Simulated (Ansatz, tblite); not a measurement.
# GeCl(NHMe)3 (C3H12ClGeN3): spin-state energies by level

Aim: set other spin states of GeCl(NHMe)3 (C3H12ClGeN3) against its singlet, on many levels of theory.

Method: as each input shows; program: Ansatz 0.2.0, Gaussian basis.

Plan: triplet, at the geometry of the singlet (GFN1-xTB, GFN2-xTB, PBE0-D4/def2-TZVP, PBE-D4/def2-TZVP, r2SCAN-D4/def2-TZVP); the singlet's energies come from earlier runs.

2 further runs of the same task are left out: 2 set aside as unsound or not needed.

## Step 1: The geometry

The geometry is that of the singlet, from an earlier relaxation (PBE0-D4/def2-SVP).

20 atoms, charge 0, spin multiplicity 1.

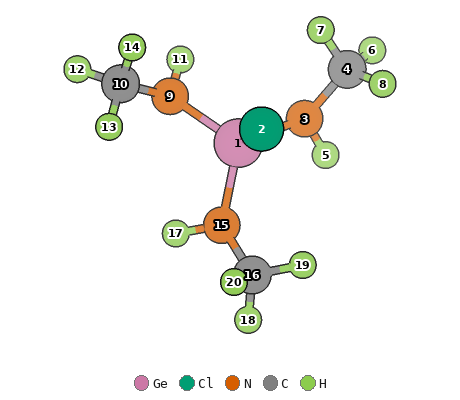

The geometry (germanium pink, chlorine teal, nitrogen orange, carbon grey, hydrogen green); atoms are numbered from 1 in the order of the file.

Coordinates:

```xyz
20

Ge   -0.0004    0.0079   -0.0383
Cl    0.0110   -0.0396    2.1615
N     1.7093    0.0471   -0.6246
C     2.7844    0.6667    0.1167
H     1.9770   -0.8027   -1.1118
H     3.6278    0.9086   -0.5519
H     2.4427    1.6180    0.5541
H     3.1751    0.0544    0.9521
N    -0.8821    1.4905   -0.5810
C    -1.9910    2.0561    0.1538
H    -0.2673    2.1818   -0.9991
H    -2.5905    2.7153   -0.4959
H    -2.6631    1.2549    0.4987
H    -1.6982    2.6344    1.0507
N    -0.8366   -1.4707   -0.6582
C    -0.7904   -2.7423    0.0276
H    -1.7330   -1.2646   -1.0881
H    -1.0537   -3.5633   -0.6600
H     0.2324   -2.9423    0.3830
H    -1.4536   -2.8100    0.9109
```

## Step 2: Triplet at the fixed geometry, GFN1-xTB

Tight binding, by tblite at 300 K electronic temperature and without a spin-polarisation term:

```python
tblite.interface.Calculator('GFN1-xTB', numbers, positions, charge=0, uhf=2).singlepoint()
```

Energy -765.4520 eV; 0.032 s.

## Step 3: Triplet at the fixed geometry, GFN2-xTB

Tight binding, by tblite at 300 K electronic temperature and without a spin-polarisation term:

```python
tblite.interface.Calculator('GFN2-xTB', numbers, positions, charge=0, uhf=2).singlepoint()
```

Energy -751.7116 eV; 0.018 s.

## Step 4: Triplet at the fixed geometry, PBE0-D4/def2-TZVP

Input file in.yaml:

```yaml
crystal:
  periodic: [false, false, false]
  atoms:
    - {symbol: Ge, position_ang: [-0.000354, 0.007856, -0.038329]}
    - {symbol: Cl, position_ang: [0.011048, -0.039577, 2.161533]}
    - {symbol: N, position_ang: [1.709255, 0.047060, -0.624648]}
    - {symbol: C, position_ang: [2.784428, 0.666683, 0.116683]}
    - {symbol: H, position_ang: [1.977018, -0.802667, -1.111799]}
    - {symbol: H, position_ang: [3.627780, 0.908573, -0.551892]}
    - {symbol: H, position_ang: [2.442699, 1.617969, 0.554074]}
    - {symbol: H, position_ang: [3.175118, 0.054429, 0.952103]}
    - {symbol: N, position_ang: [-0.882084, 1.490510, -0.580958]}
    - {symbol: C, position_ang: [-1.991028, 2.056085, 0.153785]}
    - {symbol: H, position_ang: [-0.267267, 2.181762, -0.999147]}
    - {symbol: H, position_ang: [-2.590529, 2.715264, -0.495932]}
    - {symbol: H, position_ang: [-2.663067, 1.254946, 0.498692]}
    - {symbol: H, position_ang: [-1.698201, 2.634412, 1.050661]}
    - {symbol: N, position_ang: [-0.836611, -1.470700, -0.658220]}
    - {symbol: C, position_ang: [-0.790390, -2.742331, 0.027578]}
    - {symbol: H, position_ang: [-1.732981, -1.264635, -1.088056]}
    - {symbol: H, position_ang: [-1.053676, -3.563252, -0.660014]}
    - {symbol: H, position_ang: [0.232422, -2.942344, 0.383010]}
    - {symbol: H, position_ang: [-1.453600, -2.810032, 0.910895]}
basis:
  gaussian: {orbitals: def2-TZVP}
magnetization: {spin_polarized: true, initial_magnetization: 2}
hamiltonian: {xc: pbe0, dispersion: d4}
scf: {omitted_lower_state_checks: [starts]}
output: {orbitals: {seedname: orbitals}}
```

Launch:

```console
ansatz run in.yaml --threads 2 --pin off --events-out ev --progress --plain --max-ram 32768MiB --backend cuda --devices 0, --max-vram 18GiB
```

The log of the run:

```text
Functional definition: PBE0
  name "PBE0"
  cite "Adamo & Barone, J. Chem. Phys. 110, 6158 (1999) doi:10.1063/1.478522"
  cite "Perdew, Burke & Ernzerhof, Phys. Rev. Lett. 77, 3865 (1996) doi:10.1103/PhysRevLett.77.3865"
  parent pbe
  parameter a = 0.25
  parameter kappa = 0.804
  parameter beta = 0.06672455060314922
  exchange = (1 - a)*pbe_x(kappa = kappa, mu = beta*pi^2/3) + a*exact_x
  correlation = pbe_c(beta = beta)
these checks for a lower state are left out or cut short: starts
2202 factors; their error is unknown
mean field evaluation 1: about -76769.7303 eV, gradient 7.6e1 eV
mean field evaluation 2: about -76698.1529 eV, gradient 1.4e2 eV
mean field evaluation 4: about -76790.1367 eV, gradient 3.4e1 eV
mean field evaluation 8: about -76796.5443 eV, gradient 3.8e0 eV
mean field evaluation 16: about -76796.6603 eV, gradient 1.4e0 eV
mean field evaluation 32: about -76797.0825 eV, gradient 1.2e-5 eV
mean field -76797.08253906 eV, -2822.2407283784 hartree, gradient 1.2e-5 eV, S^2 2.006241; 0 other end points of the search recorded, 0 dependent functions left out
reference -76797.08258615 eV, -2822.2407301087 hartree; 51, 49 occupied and 292, 294 virtual orbitals, 2202 factors
Total energy: -76797.55291104 eV, -2822.2580142296 hartree
Checks for a lower state left out: starts
```

Wall time 11 s (1 × H100 (card shared with other runs) with 2 threads of AMD EPYC 7R13, shared host); peak host memory 0.96 GiB.

Report: HOMO -1.66 eV, LUMO -5.37 eV (over both spins; with the spin held, an empty level of the minority spin lies below the top filled one); ⟨S²⟩ 2.006 (pure: 2.00).

## Step 5: Triplet at the fixed geometry, PBE-D4/def2-TZVP

start.molden holds the orbitals of an earlier run on this state, given as this run's starting guess.

in.yaml, as its differences from that of step 4:

```diff
@@ -24,5 +24,5 @@
 basis:
-  gaussian: {orbitals: def2-TZVP}
+  gaussian: {orbitals: def2-TZVP, initial_orbitals: start.molden}
 magnetization: {spin_polarized: true, initial_magnetization: 2}
-hamiltonian: {xc: pbe0, dispersion: d4}
+hamiltonian: {xc: pbe, dispersion: d4}
 scf: {omitted_lower_state_checks: [starts]}
```

Same command.

The log of the run:

```text
Functional definition: PBE
  name "PBE"
  cite "Perdew, Burke & Ernzerhof, Phys. Rev. Lett. 77, 3865 (1996) doi:10.1103/PhysRevLett.77.3865"
  parent pbe
  parameter kappa = 0.804
  parameter beta = 0.06672455060314922
  exchange = pbe_x(kappa = kappa, mu = beta*pi^2/3)
  correlation = pbe_c(beta = beta)
these checks for a lower state are left out or cut short: starts
2147 factors; their error is unknown
mean field evaluation 1: about -76793.8202 eV, gradient 1.1e1 eV
mean field evaluation 2: about -76794.1924 eV, gradient 2.3e0 eV
mean field evaluation 4: about -76794.4935 eV, gradient 2.7e-1 eV
mean field evaluation 8: about -76794.4450 eV, gradient 8.6e-3 eV
mean field -76794.44495380 eV, -2822.1437989077 hartree, gradient 2.2e-5 eV, S^2 2.002271; 0 other end points of the search recorded, 0 dependent functions left out
reference -76794.44501630 eV, -2822.1438012045 hartree; 51, 49 occupied and 292, 294 virtual orbitals, 2147 factors
Total energy: -76794.98971100 eV, -2822.1638183656 hartree
Checks for a lower state left out: starts
```

Wall time 7.5 s (1 × H100 (card shared with other runs) with 2 threads of AMD EPYC 7R13, shared host); peak host memory 0.92 GiB.

From the report: HOMO -0.93 eV, LUMO -5.74 eV (over both spins; with the spin held, an empty level of the minority spin lies below the top filled one); ⟨S²⟩ 2.002 (pure: 2.00).

## Step 6: Triplet at the fixed geometry, r2SCAN-D4/def2-TZVP

in.yaml, as its differences from that of step 5:

```diff
@@ -26,3 +26,3 @@
 magnetization: {spin_polarized: true, initial_magnetization: 2}
-hamiltonian: {xc: pbe, dispersion: d4}
+hamiltonian: {xc: r2scan, dispersion: d4}
 scf: {omitted_lower_state_checks: [starts]}
```

The command is unchanged.

The log of the run, cut to the lines that bear on the results:

```text
Functional definition: r2SCAN
  name "r2SCAN"
  cite "Furness, Kaplan, Ning, Perdew & Sun, J. Phys. Chem. Lett. 11, 8208 (2020) doi:10.1021/acs.jpclett.0c02405"
  cite "Furness, Kaplan, Ning, Perdew & Sun, J. Phys. Chem. Lett. 11, 9248 (2020) doi:10.1021/acs.jpclett.0c03077"
  parent r2scan
[...]
2147 factors; their error is unknown
[...]
mean field -76812.25716975 eV, -2822.7983857704 hartree, gradient 3.2e-6 eV, S^2 2.005582; 0 other end points of the search recorded, 0 dependent functions left out
reference -76812.25718990 eV, -2822.7983865108 hartree; 51, 49 occupied and 292, 294 virtual orbitals, 2147 factors
Total energy: -76812.40686953 eV, -2822.8038871357 hartree
Checks for a lower state left out: starts
```

Wall time 10 s (1 × H100 (card shared with other runs) with 2 threads of AMD EPYC 7R13, shared host); peak host memory 1.1 GiB.

HOMO -0.82 eV, LUMO -5.82 eV (over both spins; with the spin held, an empty level of the minority spin lies below the top filled one); ⟨S²⟩ 2.006 (pure: 2.00).

## Step 7: Triplet less singlet, vertical

The singlet's energies are those of its earlier runs, whose logs aren't repeated here.

| level | triplet less singlet, vertical (eV) | time |
| --- | --- | --- |
| GFN1-xTB | +5.962 | 0.049 s |
| GFN2-xTB | +5.496 | 0.029 s |
| PBE-D4/def2-TZVP | +4.911 | 16 s |
| r2SCAN-D4/def2-TZVP | +5.343 | 19 s |
| PBE0-D4/def2-TZVP | +5.688 | 22 s |

Times add the two runs; a level without a time comes out of a correlated run. Tight binding without a spin term can't rank spin states.

## Step 8: What came out

| quantity | value |
| --- | --- |
| triplet less singlet, vertical, functionals in def2-TZVP | +4.911 (PBE-D4) to +5.688 eV (PBE0-D4) |

What this shows: All functionals put the triplet above the singlet, over a spread of 0.777 eV. The checks for a lower triplet were left out, so another state of that spin may lie lower. These are electronic energies, without zero-point motion, entropy or surroundings.
